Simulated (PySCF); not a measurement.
# N2H (dinitrogen monohydride) at 4 levels

Aim: a comparison of 4 runs (U-wB97X-V/STO-3G, UB2PLYP/STO-3G, UM06-2X/STO-3G, USVWN5/STO-3G) of N2H (dinitrogen monohydride). Input form: a Python script.

Program for the calculation: PySCF 2.14.0.

9 further runs of the same task are left out: 9 set aside as unsound or not needed.

### 1 Starting point

N2H: 3 atoms, total charge 0, spin state doublet. SMILES: `[N]=N`. The N2–H3 distance was set to 1.585 Å, away from the relaxed value. At this shape a bond of the SMILES string is far longer than usual.

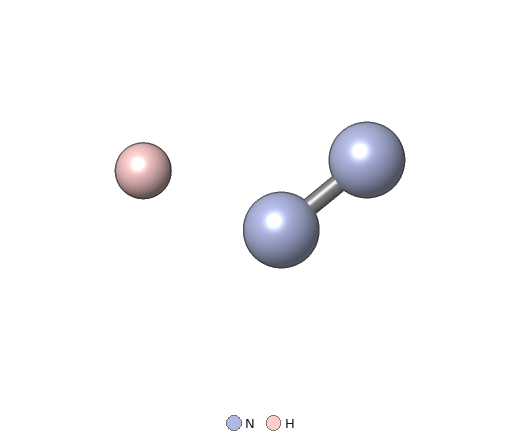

The structure, seen from a chosen angle (nitrogen light blue, hydrogen pink).

### 2 A single-point energy at U-wB97X-V/STO-3G (run 1)

Input file job.py:

```python
from pyscf import gto, dft

system = gto.M(
    atom='''
N        0.797136      -1.127796       0.319170
N       -0.182054      -0.738786      -0.177110
H       -0.441870       0.824430      -0.156080
''',
    spin=1,
    verbose=4,
    max_memory=1860,
    basis='sto-3g',
    charge=0,
)

myscf = dft.UKS(system, xc='wb97x-v')
myscf.conv_tol = 1e-10
myscf.grids.level = 5
myscf.nlcgrids.level = 1
myscf.kernel()
if not myscf.converged:
    myscf = myscf.newton().run(myscf.mo_coeff, myscf.mo_occ)

energy = myscf.e_tot
print('Final energy', energy)
```

On the command line:

```
$ OMP_NUM_THREADS=1 python job.py
```

What it wrote:

```text
PySCF version 2.14.0

[... 63 lines left out ...]
WARN: HOMO -0.0798763611228888 >= LUMO -0.0798763611228887
[... 54 lines left out ...]
converged SCF energy = -108.506579093945  <S^2> = 0.77410453  2S+1 = 2.023961
Final energy -108.5065790939449
```

Wall time 14 s (1 thread of AMD EPYC 7R43 (Zen 3), shared host); peak memory 0.16 GiB.

### 3 A single-point energy at UB2PLYP/STO-3G (run 2)

Input file run.py:

```python
from pyscf import gto, dft, mp

mol = gto.Mole()
mol.atom = 'N 0.797136 -1.127796 0.319170; N -0.182054 -0.738786 -0.177110; H -0.441870 0.824430 -0.156080'
mol.basis = 'sto-3g'
mol.charge = 0
mol.verbose = 3
mol.max_memory = 1860
mol.spin = 1
mol.build()

ks = dft.UKS(mol)
ks.xc = '0.53*HF + 0.47*B88, 0.73*LYP'
ks.grids.level = 5
ks.conv_tol = 1e-10
ks.kernel()
if not ks.converged:
    ks = ks.newton().run(ks.mo_coeff, ks.mo_occ)

pt = mp.MP2(ks, frozen=2).run()
e_tot = ks.e_tot + 0.27 * pt.e_corr
print('PT2 part  %.8f' % (0.27 * pt.e_corr))
print('E = %.10f Eh' % e_tot)
```

On the command line:

```
$ OMP_NUM_THREADS=1 python run.py
```

What it wrote:

```text
WARN: HOMO -0.0774474812060811 >= LUMO -0.0774474812060821

converged SCF energy = -108.330579266899  <S^2> = 0.81123276  2S+1 = 2.060323
E(UMP2) = -108.539881884309  E_corr = -0.209302617409814
E(SCS-UMP2) = -108.534202092704  E_corr = -0.203622825804935
PT2 part  -0.05651171
E = -108.3870909736 Eh
```

Run time: 3.6 s. Hardware: 1 thread of AMD EPYC 7R43 (Zen 3), shared host; peak memory 0.16 GiB.

### 4 A single-point energy at UM06-2X/STO-3G (run 3)

Input file input.py:

```python
from pyscf import gto, dft

mol = gto.Mole()
mol.atom = 'N 0.797136 -1.127796 0.319170; N -0.182054 -0.738786 -0.177110; H -0.441870 0.824430 -0.156080'
mol.max_memory = 1860
mol.charge = 0
mol.spin = 1
mol.basis = 'sto-3g'
mol.verbose = 4
mol.build()

mf = dft.UKS(mol)
mf.xc = 'm06-2x'
mf.conv_tol = 1e-10
mf.grids.level = 5
mf.kernel()
if not mf.converged:
    mf = mf.newton().run(mf.mo_coeff, mf.mo_occ)

energy = mf.e_tot
print(f'total energy: {energy:.8f} hartree')
```

On the command line:

```
$ OMP_NUM_THREADS=1 python input.py
```

What it wrote:

```text
PySCF version 2.14.0

[... 53 lines left out ...]
WARN: HOMO -0.0856402227451437 >= LUMO -0.0856402227451439
[... 50 lines left out ...]
converged SCF energy = -108.520649485923  <S^2> = 0.77341547  2S+1 = 2.02328
total energy: -108.52064949 hartree
```

It took 4.5 s on 1 thread of AMD EPYC 7R43 (Zen 3), shared host; peak memory 0.17 GiB.

### 5 A single-point energy at USVWN5/STO-3G (run 4)

Input file run.py:

```python
from pyscf import gto, dft

mol = gto.Mole()
mol.atom = [
    ('N', (0.797136, -1.127796, 0.319170)),
    ('N', (-0.182054, -0.738786, -0.177110)),
    ('H', (-0.441870, 0.824430, -0.156080)),
]
mol.max_memory = 1860
mol.basis = 'sto-3g'
mol.spin = 1
mol.verbose = 3
mol.build()

mf = dft.UKS(mol)
mf.xc = 'svwn'
mf.conv_tol = 1e-10
mf.grids.level = 5
mf.kernel()
if not mf.converged:
    mf = mf.newton().run(mf.mo_coeff, mf.mo_occ)

energy = mf.e_tot
print('Final energy', energy)
```

On the command line:

```
$ OMP_NUM_THREADS=1 python run.py
```

What it wrote:

```text
converged SCF energy = -107.622809149998  <S^2> = 0.75606882  2S+1 = 2.0060596
Final energy -107.62280914999819
```

It took 2 s on 1 thread of AMD EPYC 7R43 (Zen 3), shared host; peak memory 0.12 GiB.

### 6 Overview of the runs

```csv
run,level,nlc grid,frozen core orbitals,energy (Eh),dipole moment (D),HOMO energy (eV),LUMO energy (eV),wall time
1,U-wB97X-V/STO-3G,1,–,-108.506579,0.64,-7.44,2.90,14 s
2,UB2PLYP/STO-3G,–,2,-108.387091,0.61,-6.75,2.41,3.6 s
3,UM06-2X/STO-3G,–,–,-108.520649,0.65,-6.37,1.44,4.5 s
4,USVWN5/STO-3G,–,–,-107.622809,0.93,-3.28,-1.11,2 s
```

### 7 Results

```
                                 quantity          value
                      run 4: total energy  -107.62281 Eh
                     run 4: dipole moment         0.93 D
run 4: HOMO energy (highest over α and β)       -3.28 eV
 run 4: LUMO energy (lowest over α and β)       -1.11 eV
                              run 4: ⟨S²⟩          0.756
```

What this shows: The dipole moment (its size) runs from 0.61 D (UB2PLYP/STO-3G) to 0.93 D (USVWN5/STO-3G). A double hybrid's value is that of its SCF part. Totals of different functionals can't be ranked against each other. In runs 1, 2, 3, 4 the basis is minimal, so the values are rough. All runs together took 24 s, the longest 14 s.
